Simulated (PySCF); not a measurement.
# C₅H₁₁NOSi: reorganisation energies

Aim: compute the reorganisation energies of C₅H₁₁NOSi (`CC(=O)[C@@H]1C[C@H]1[SiH2]N`).

Computed with PySCF 2.14.0 and routines of our own; the level stands in each step. Atoms count from 0.

## Step 1: The starting structure

19 atoms, charge 0, multiplicity 1; geometry from: GFN2-xTB.

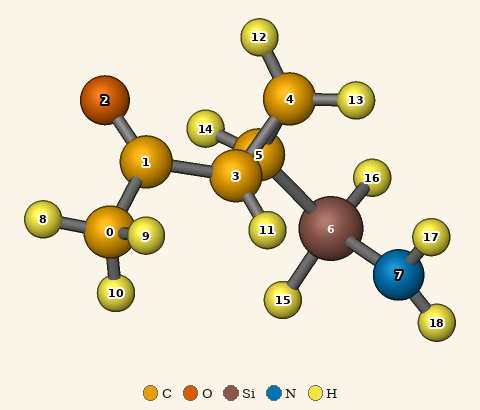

The starting geometry (carbon amber, oxygen orange, silicon brown, nitrogen blue, hydrogen yellow).

## Step 2: Optimising the geometry at PBE0/def2-SV(P)

The job: settings as JSON, then the geometry in Å.

```
{"job": {"xc": "PBE0", "basis": "def2-SV(P)", "grid": 1, "kind": "geom"}, "charge": 0, "multiplicity": 1}
C     -2.814999     0.475168     0.595686
C     -1.914090    -0.360561    -0.284284
O     -2.303089    -1.350963    -0.861053
C     -0.519723     0.124022    -0.362675
C      0.292167    -0.222922    -1.583858
C      0.582995    -0.920801    -0.303103
Si     2.130464    -0.587356     0.716499
N      2.372204     1.120229     0.700209
H     -3.805311     0.031126     0.648783
H     -2.888582     1.481648     0.188119
H     -2.387035     0.542484     1.593734
H     -0.324311     1.071333     0.121118
H     -0.218855    -0.777390    -2.358035
H      0.979777     0.523453    -1.953518
H      0.208379    -1.936667    -0.255350
H      1.909737    -0.916861     2.124721
H      3.221064    -1.395874     0.147389
H      2.387597     1.604115    -0.184029
H      3.081808     1.505067     1.302186
```

Run with:

```sh
$ OMP_NUM_THREADS=1 python excited_run.py task.json out
```

This one command runs all jobs of the session in turn.

Output:

```text
step   0  E = -615.75924682  max force = 0.015922
step   1  E = -615.76309156  max force = 0.003591
step   2  E = -615.76328144  max force = 0.001302
step   3  E = -615.76341083  max force = 0.003465
step   4  E = -615.76362270  max force = 0.003248
step   5  E = -615.76390872  max force = 0.002864
step   6  E = -615.76414162  max force = 0.002289
step   7  E = -615.76421023  max force = 0.001507
step   8  E = -615.76422931  max force = 0.000426
step   9  E = -615.76423506  max force = 0.000398
optimisation converged
```

Wall time 73 s (1 thread of Arm Neoverse V1, shared host); peak memory 0.63 GiB.

Step by step:

```csv
step,energy from step 0 (eV),largest force component (eV/Å)
0,0.0000,0.8187
1,-0.1046,0.1847
2,-0.1098,0.0670
3,-0.1133,0.1782
4,-0.1191,0.1670
5,-0.1269,0.1473
6,-0.1332,0.1177
7,-0.1351,0.0775
8,-0.1356,0.0219
9,-0.1357,0.0205
```

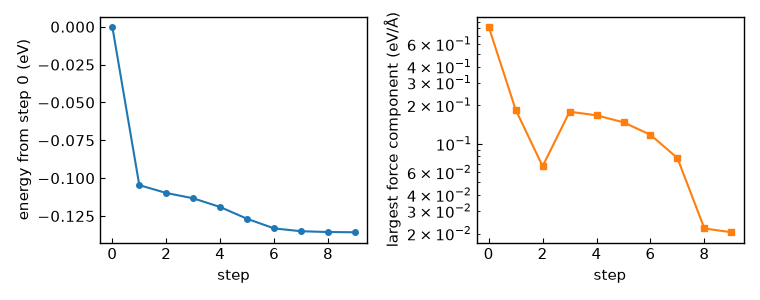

Energy and force, step by step.

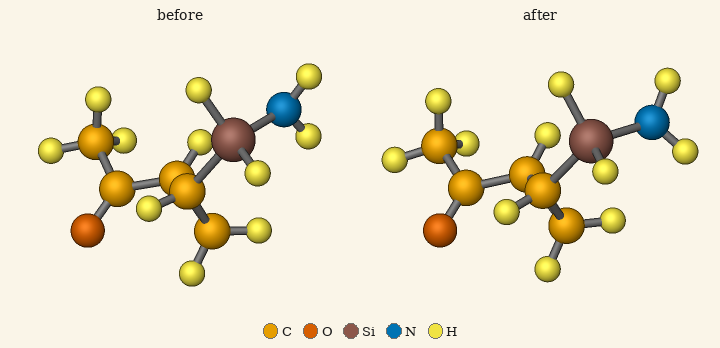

Before and after, at one scale.

Distances of close pairs at the start and the end, largest changes first:

```csv
bond,before (Å),after (Å),change (Å)
Si6–H15,1.463,1.499,+0.036
Si6–H16,1.472,1.505,+0.033
C0–H10,1.088,1.105,+0.017
C0–H9,1.088,1.105,+0.017
C1–C3,1.478,1.495,+0.016
C4–H13,1.080,1.096,+0.016
C4–H12,1.081,1.096,+0.015
Si6–N7,1.725,1.740,+0.015
```

The next job starts from the end point, and lists it.

```csv
at the end point,value
point group (found at 0.08 Å tolerance),C1
"rotational constants (GHz, main isotopes)","3.588, 0.837, 0.799"
dipole moment (D),3.58
```

## Step 3: Relaxation after adding or removing an electron (C5H11NOSi+ (doublet)): UKS PBE0/def2-SV(P)

The job: settings as JSON, then the geometry in Å.

```
{"job": {"kind": "ionopt", "ions": [1], "xc": "PBE0", "basis": "def2-SV(P)", "grid": 1}, "charge": 1, "multiplicity": 2}
C     -2.969069     0.286256     0.610838
C     -1.939088    -0.468314    -0.193908
O     -2.202495    -1.492359    -0.783711
C     -0.565132     0.118971    -0.227801
C      0.223761    -0.053044    -1.498151
C      0.599149    -0.857638    -0.294485
Si     2.165489    -0.494365     0.659607
N      2.648301     1.150000     0.360845
H     -3.936521    -0.235734     0.566584
H     -3.080602     1.314228     0.220673
H     -2.640605     0.376963     1.662188
H     -0.412099     1.049832     0.329878
H     -0.286087    -0.578652    -2.313326
H      0.859042     0.789800    -1.794320
H      0.271764    -1.905335    -0.340842
H      1.941575    -0.593310     2.138634
H      3.190928    -1.524149     0.269632
H      3.094653     1.405798    -0.515525
H      3.019775     1.700980     1.128808
```

Method: UKS PBE0/def2-SV(P) geometry optimisation of the ion from the geometry of its parent, gas phase.

Output:

```text
step       E/Eh        max force   <S^2>
  0    -615.43463534   0.027008   0.7589
  1    -615.43980505   0.007172   0.7589
  2    -615.44085388   0.005759   0.7592
  3    -615.44169864   0.002689   0.7592
  4    -615.44225722   0.002070   0.7592
  5    -615.44259400   0.002131   0.7593
  6    -615.44290949   0.002625   0.7592
  7    -615.44312585   0.002369   0.7591
  8    -615.44331291   0.002173   0.7590
  9    -615.44356818   0.001571   0.7589
 10    -615.44377264   0.001907   0.7588
 11    -615.44383019   0.001077   0.7588
 12    -615.44386602   0.000671   0.7588
 13    -615.44387994   0.000408   0.7588
optimisation converged
```

It took 3.4 min on 1 thread of Arm Neoverse V1, shared host; peak memory 0.66 GiB.

From this job:

```csv
quantity,value
geometry moved (RMSD),0.506 Å
⟨S²⟩,0.759
```

Bonds of the start that changed most:

```csv
bond,start (Å),end (Å)
C5–Si6,1.870,1.896
Si6–N7,1.740,1.765
Si6–H16,1.505,1.486
C3–C4,1.505,1.522
C0–C1,1.509,1.498
Si6–H15,1.499,1.489
```

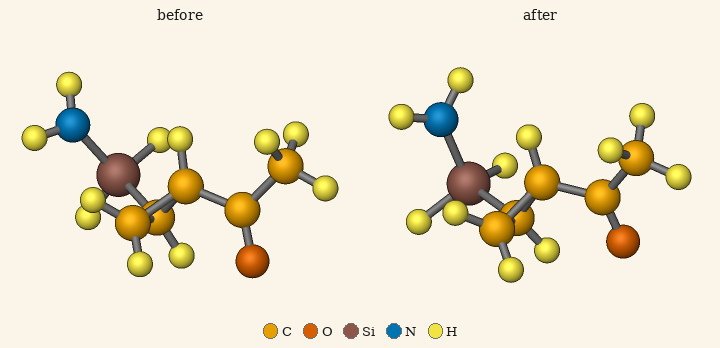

Before and after.

Mulliken spin populations:

C0 0.05; C1 -0.06; O2 0.41; C3 0.07; C4 0.02; C5 0.08; Si6 -0.03; N7 0.45; H8 0.00; H9 0.00; H10 0.00; H11 -0.01; H12 0.01; H13 0.01; H14 0.00; H15 0.02; H16 0.01; H17 -0.02; H18 -0.02

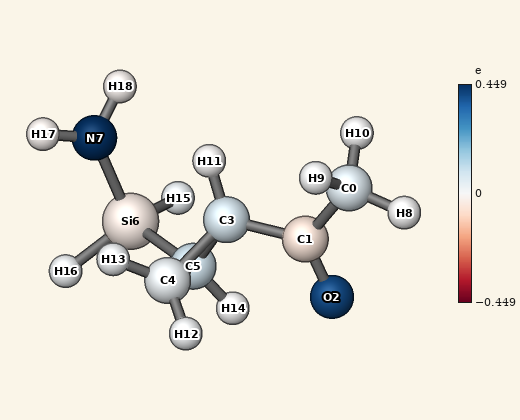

Mulliken spin populations, as colours on the atoms.

## Step 4: Reorganisation energies: UKS PBE0/def2-SV(P)

The job, as its differences from that of step 3:

```diff
@@ -1,2 +1,2 @@
-{"job": {"kind": "ionopt", "ions": [1], "xc": "PBE0", "basis": "def2-SV(P)", "grid": 1}, "charge": 1, "multiplicity": 2}
+{"job": {"kind": "reorg", "ions": [1], "xc": "PBE0", "basis": "def2-SV(P)", "grid": 1}, "charge": 0, "multiplicity": 1}
 C     -2.969069     0.286256     0.610838
```

Level: UKS PBE0/def2-SV(P) four-point reorganisation energy, gas phase.

Output:

```text
final grid: 69808 points
cycle   1  E = -615.6057459315  dE =  9.752e-01  |g| = 8.588e-01  |ddm| = 4.396e+00
cycle   2  E = -615.1979332659  dE =  4.078e-01  |g| = 1.660e+00  |ddm| = 3.747e+00
cycle   3  E = -615.7536523822  dE = -5.557e-01  |g| = 2.100e-01  |ddm| = 2.959e+00
cycle   4  E = -615.7630577438  dE = -9.405e-03  |g| = 7.194e-02  |ddm| = 2.817e-01
cycle   5  E = -615.7641611589  dE = -1.103e-03  |g| = 1.720e-02  |ddm| = 8.898e-02
cycle   6  E = -615.7642304289  dE = -6.927e-05  |g| = 4.541e-03  |ddm| = 2.207e-02
cycle   7  E = -615.7642347913  dE = -4.362e-06  |g| = 1.083e-03  |ddm| = 6.808e-03
cycle   8  E = -615.7642350084  dE = -2.171e-07  |g| = 4.575e-04  |ddm| = 2.219e-03
cycle   9  E = -615.7642350567  dE = -4.831e-08  |g| = 8.315e-05  |ddm| = 6.699e-04
cycle  10  E = -615.7642350584  dE = -1.665e-09  |g| = 2.659e-05  |ddm| = 1.714e-04
cycle  11  E = -615.7642350585  dE = -1.714e-10  |g| = 7.830e-06  |ddm| = 4.681e-05
converged SCF energy = -615.7642350585

hole transfer: vertical 8.9298 eV, relaxation of the ion converged
  adiabatic 8.7173 eV, lambda(ion) 0.2125, lambda(parent) 0.2067, total 0.4193 eV
```

Run time: 5.5 s. Hardware: 1 thread of Arm Neoverse V1, shared host; peak memory 0.66 GiB.

## Step 5: Summary of results

```
                                                quantity                 value
                                             point group                    C1
                    rotational constants (main isotopes)  3.59, 0.84, 0.80 GHz
     geometry moved (RMSD) (step 3, UKS PBE0/def2-SV(P))               0.506 Å
hole reorganisation energy (step 4, UKS PBE0/def2-SV(P))             0.4193 eV
```

The optimisation took 9 steps and gained 0.136 eV; among the close pairs (by a distance rule), Si6–H15 changed most, from 1.463 to 1.499 Å. No frequency check was run at this level, so the end point may be a saddle. In step 3 (relaxation after adding or removing an electron), among the bonds C5–Si6 changes most, from 1.870 to 1.896 Å. The atoms move far more than that, so angles or torsions carry the main change.
